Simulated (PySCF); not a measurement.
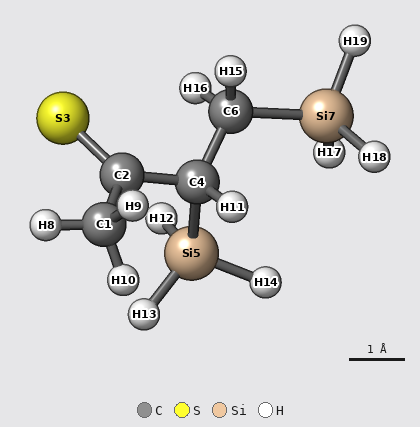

Fig. 1: The structure (ball-and-stick view, seen at a tilt; atoms are numbered from 1 in the order of the input).

**Two runs on C$_{4}$H$_{12}$SSi$_{2}$**

System: C$_{4}$H$_{12}$SSi$_{2}$.
Method of the first run: GIAO PBE0/pcSseg-1 NMR shielding, non-relativistic, IEF-PCM tetrahydrofuran (PySCF 2.14.0).

The geometry comes from this level: PBE0-D3(BJ)/def2-SVP. Text and figures count atoms from 1; the logs count them from 0 in places.

**Input, the first run**
```
{"job": {"kind": "nmr", "xc": "PBE0", "basis": "pcSseg-1", "solvent": "tetrahydrofuran", "pop": true}, "charge": 0, "multiplicity": 1}
C     -2.406764     1.359283    -0.041083
C     -1.279953     0.746843    -0.815917
S     -1.384832     0.478422    -2.423713
C     -0.068990     0.385404    -0.011689
Si    -0.349665    -1.425652     0.567195
C      1.264974     0.531628    -0.748590
Si     2.838148     0.125154     0.215727
H     -3.327379     1.397587    -0.635082
H     -2.122888     2.387956     0.242886
H     -2.588261     0.812032     0.898535
H     -0.068649     0.982794     0.919089
H     -0.030337    -2.341733    -0.564616
H     -1.768760    -1.610650     0.992618
H      0.541518    -1.716675     1.730881
H      1.362288     1.573268    -1.104595
H      1.243701    -0.080601    -1.666095
H      2.992814    -1.347841     0.421159
H      2.819598     0.784643     1.559738
H      4.018867     0.624704    -0.551304
```

The first line tells a small driver script what to run in PySCF; the rest is the geometry in Å.

Launched with:
```bash
OMP_NUM_THREADS=1 python <driver script> task.json out
```

Hardware: 1 CPU thread, shared host.

**Output (the first run)**
```
coarse grid: 16656 points
cycle   1  E = -1136.0735442634  dE =  3.374e-01  |g| = 3.921e-01  |ddm| = 3.914e+00
cycle   2  E = -1136.0509460490  dE =  2.260e-02  |g| = 5.124e-01  |ddm| = 9.099e-01
cycle   3  E = -1136.1137639541  dE = -6.282e-02  |g| = 1.049e-01  |ddm| = 5.371e-01
cycle   4  E = -1136.1162873671  dE = -2.523e-03  |g| = 3.923e-02  |ddm| = 1.463e-01
cycle   5  E = -1136.1166887025  dE = -4.013e-04  |g| = 1.003e-02  |ddm| = 5.591e-02
cycle   6  E = -1136.1167162847  dE = -2.758e-05  |g| = 2.305e-03  |ddm| = 1.398e-02
cycle   7  E = -1136.1167174795  dE = -1.195e-06  |g| = 4.764e-04  |ddm| = 2.689e-03
final grid: 144896 points
cycle   8  E = -1136.1606756202  dE = -2.580e-05  |g| = 9.308e-03  |ddm| = 3.213e-02
cycle   9  E = -1136.1606304885  dE =  4.513e-05  |g| = 1.572e-02  |ddm| = 2.670e-02
cycle  10  E = -1136.1606979284  dE = -6.744e-05  |g| = 1.807e-03  |ddm| = 1.828e-02
cycle  11  E = -1136.1606987349  dE = -8.065e-07  |g| = 2.225e-04  |ddm| = 1.765e-03
cycle  12  E = -1136.1606987451  dE = -1.024e-08  |g| = 8.232e-05  |ddm| = 2.761e-04
cycle  13  E = -1136.1606987467  dE = -1.597e-09  |g| = 2.581e-05  |ddm| = 9.717e-05
cycle  14  E = -1136.1606987469  dE = -1.667e-10  |g| = 2.882e-06  |ddm| = 2.814e-05
converged SCF energy = -1136.1606987469

GIAO shielding tensors (ppm)
atom      isotropic    diamagn.    paramagn.     s11        s22        s33       span
  0 C      139.509     247.157    -107.648    114.471    123.162    180.895     66.424
  1 C      -98.232     261.053    -359.285   -265.895   -165.428    136.627    402.522
  2 S     -271.412    1058.789   -1330.201  -1220.996   -299.151    705.912   1926.908
  3 C      131.345     255.658    -124.313     91.092    134.314    168.628     77.536
  4 Si     395.284     881.361    -486.078    335.213    396.001    454.638    119.425
  5 C      170.412     250.079     -79.667    156.998    166.076    188.163     31.165
  6 Si     418.692     879.034    -460.342    388.083    405.560    462.432     74.350
  7 H       28.278      28.683      -0.405     24.267     28.000     32.568      8.301
  8 H       28.253      28.118       0.135     24.993     27.188     32.576      7.583
  9 H       27.850      29.632      -1.782     24.337     28.392     30.820      6.483
 10 H       27.650      35.159      -7.509     23.451     28.416     31.083      7.631
 11 H       27.719      30.244      -2.525     24.769     26.279     32.110      7.341
 12 H       27.372      30.021      -2.649     23.647     26.408     32.061      8.414
 13 H       26.914      30.314      -3.401     23.429     25.771     31.541      8.112
 14 H       30.182      31.078      -0.896     24.965     28.709     36.872     11.907
 15 H       29.330      31.313      -1.983     24.207     29.309     34.474     10.267
 16 H       27.209      28.571      -1.362     23.729     26.241     31.658      7.929
 17 H       27.397      28.826      -1.429     23.922     25.894     32.376      8.453
 18 H       27.363      27.670      -0.307     23.898     25.056     33.135      9.238
```

The input of the second run differs as follows (lines with − go, lines with + come):
```diff
-"solvent": "tetrahydrofuran"
-"pop": true
+"solvent": "water"
+"pop": false
```

What does this change do to the results?

The total energy of the second run is 0.9 kcal/mol lower: the change of the electrostatic solvation energy at this fixed geometry, without cavity or dispersion terms. The HOMO goes from −6.49 to −6.54 eV. The dipole moment goes from 3.48 to 3.85 D. Of all shieldings, the largest change is that of S3, by +31.5 ppm. The number of SCF iterations is the same.

**Output (the second run)**
```
coarse grid: 16656 points
cycle   1  E = -1136.0759277223  dE =  3.351e-01  |g| = 3.898e-01  |ddm| = 3.914e+00
cycle   2  E = -1136.0566236023  dE =  1.930e-02  |g| = 4.980e-01  |ddm| = 8.777e-01
cycle   3  E = -1136.1155389602  dE = -5.892e-02  |g| = 9.758e-02  |ddm| = 4.996e-01
cycle   4  E = -1136.1176906115  dE = -2.152e-03  |g| = 3.778e-02  |ddm| = 1.343e-01
cycle   5  E = -1136.1180613471  dE = -3.707e-04  |g| = 9.716e-03  |ddm| = 5.271e-02
cycle   6  E = -1136.1180872057  dE = -2.586e-05  |g| = 2.213e-03  |ddm| = 1.344e-02
cycle   7  E = -1136.1180882965  dE = -1.091e-06  |g| = 4.737e-04  |ddm| = 2.627e-03
final grid: 144896 points
cycle   8  E = -1136.1620396551  dE = -2.630e-05  |g| = 9.193e-03  |ddm| = 3.210e-02
cycle   9  E = -1136.1619990569  dE =  4.060e-05  |g| = 1.516e-02  |ddm| = 2.567e-02
cycle  10  E = -1136.1620614944  dE = -6.244e-05  |g| = 1.713e-03  |ddm| = 1.717e-02
cycle  11  E = -1136.1620622159  dE = -7.215e-07  |g| = 2.194e-04  |ddm| = 1.659e-03
cycle  12  E = -1136.1620622258  dE = -9.898e-09  |g| = 8.013e-05  |ddm| = 2.569e-04
cycle  13  E = -1136.1620622273  dE = -1.502e-09  |g| = 2.530e-05  |ddm| = 9.410e-05
cycle  14  E = -1136.1620622275  dE = -1.612e-10  |g| = 2.863e-06  |ddm| = 2.631e-05
converged SCF energy = -1136.1620622275

GIAO shielding tensors (ppm)
atom      isotropic    diamagn.    paramagn.     s11        s22        s33       span
  0 C      139.077     246.948    -107.871    113.989    122.444    180.799     66.810
  1 C     -100.411     261.106    -361.517   -266.852   -171.345    136.965    403.818
  2 S     -239.868    1058.938   -1298.805  -1140.880   -283.327    704.604   1845.484
  3 C      130.979     255.679    -124.699     89.913    134.900    168.125     78.212
  4 Si     394.787     881.360    -486.573    334.373    395.441    454.546    120.172
  5 C      170.396     250.164     -79.768    156.854    166.143    188.192     31.338
  6 Si     418.655     879.020    -460.365    388.084    405.496    462.385     74.301
  7 H       28.303      28.668      -0.365     24.300     28.032     32.578      8.278
  8 H       28.166      27.971       0.195     24.879     27.095     32.524      7.645
  9 H       27.759      29.493      -1.734     24.232     28.300     30.744      6.512
 10 H       27.515      35.044      -7.529     23.297     28.288     30.961      7.664
 11 H       27.758      30.299      -2.541     24.824     26.324     32.126      7.303
 12 H       27.352      30.002      -2.650     23.632     26.378     32.046      8.414
 13 H       26.898      30.303      -3.405     23.415     25.749     31.531      8.116
 14 H       30.145      31.041      -0.896     24.917     28.676     36.841     11.923
 15 H       29.380      31.366      -1.986     24.270     29.403     34.467     10.197
 16 H       27.223      28.594      -1.370     23.743     26.261     31.666      7.922
 17 H       27.382      28.810      -1.428     23.905     25.873     32.369      8.463
 18 H       27.378      27.685      -0.307     23.915     25.076     33.143      9.228
```

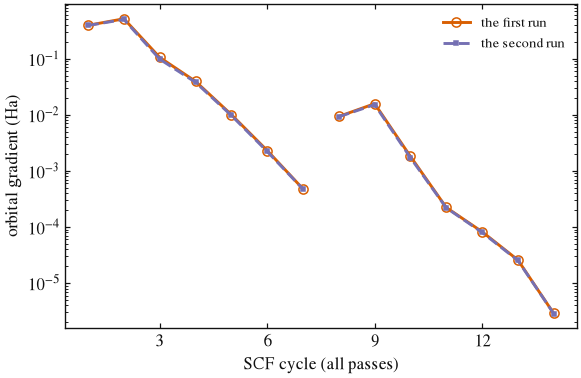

Fig. 2: Convergence of the two runs: orbital gradient against the SCF cycle. A break in a curve parts two SCF passes (coarse and final grid). The first run takes 14 cycles in all, and the second run takes 14.

**The two runs side by side**

| quantity | the first run | the second run |
| --- | --- | --- |
| outcome | converged | converged |
| total energy (hartree) | −1136.160699 | −1136.162062 |
| HOMO (eV) | −6.49 | −6.54 |
| LUMO (eV) | −1.99 | −2.00 |
| dipole moment (D) | 3.48 | 3.85 |
| shielding of C1 (ppm) | 139.5 | 139.1 |
| shielding of C2 (ppm) | −98.2 | −100.4 |
| shielding of S3 (ppm) | −271.4 | −239.9 |
| shielding of C4 (ppm) | 131.3 | 131.0 |
| shielding of Si5 (ppm) | 395.3 | 394.8 |
| shielding of H10 (ppm) | 27.8 | 27.8 |
| shielding of H11 (ppm) | 27.6 | 27.5 |
| SCF iterations | 14 | 14 |
| basis functions | 200 | 200 |
| wall time (shared host) | 34 s | 29 s |
